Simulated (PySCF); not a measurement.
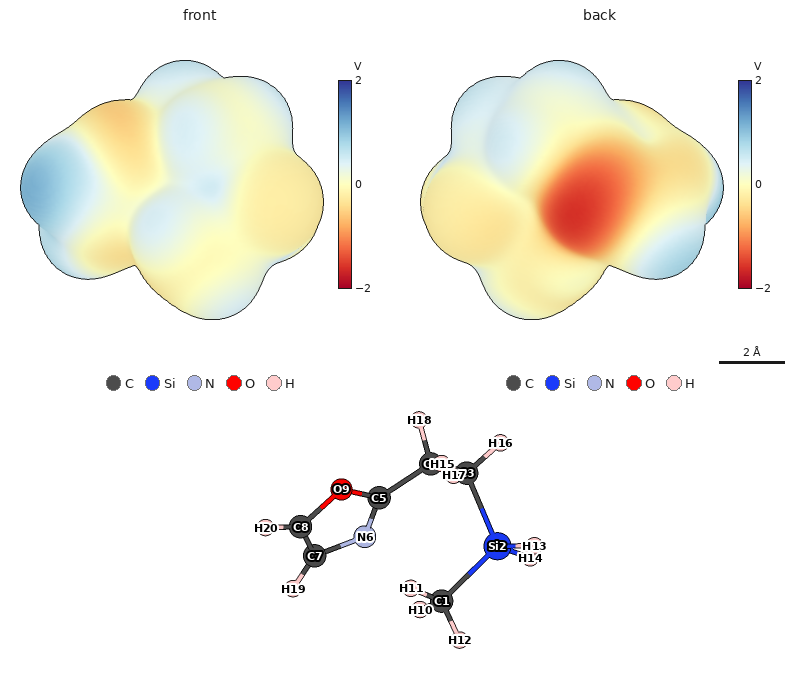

Figure. C$_{6}$H$_{11}$NOSi (SMILES C[SiH2]CCc1ncco1). The molecular electrostatic potential painted on the density surface at 0.001 e/bohr³, seen from the front and from behind; red is negative and blue positive. The bare structure is drawn below in the same view.

Geometry: GFN2-xTB.

Level of theory: PBE0/pcSseg-1, SCF density, gas phase, non-relativistic (PySCF).

```xyz
20

C    -1.3207    1.5955   -0.1179
Si   -1.9849   -0.0235   -0.8484
C    -1.0653   -1.5485   -0.1574
C     0.4134   -1.6276   -0.5521
C     1.2046   -0.5352    0.0627
N     1.8492    0.4030   -0.5566
C     2.4058    1.1702    0.4274
C     2.0642    0.6437    1.6299
O     1.2988   -0.4472    1.4030
H    -0.3655    1.8625   -0.5598
H    -1.1801    1.5244    0.9578
H    -2.0080    2.4153   -0.3038
H    -3.3998   -0.1809   -0.4789
H    -1.8538   -0.0199   -2.3101
H    -1.1371   -1.5713    0.9312
H    -1.5591   -2.4526   -0.5163
H     0.5291   -1.5532   -1.6329
H     0.8302   -2.5844   -0.2213
H     2.9987    2.0303    0.1962
H     2.2751    0.9105    2.6442
```

Question: Which sites attract a positive test charge, and which a negative one?

Answer: A positive charge is drawn to the negative regions and a negative charge to the positive ones. The most negative region (about −1.6 V) lies over N6, the most positive (about +1.1 V) over H20. N6 is the likeliest acceptor of a hydrogen bond.

Question: How polar is the molecule by this calculation?

Answer: Its dipole moment is 1.62 D.
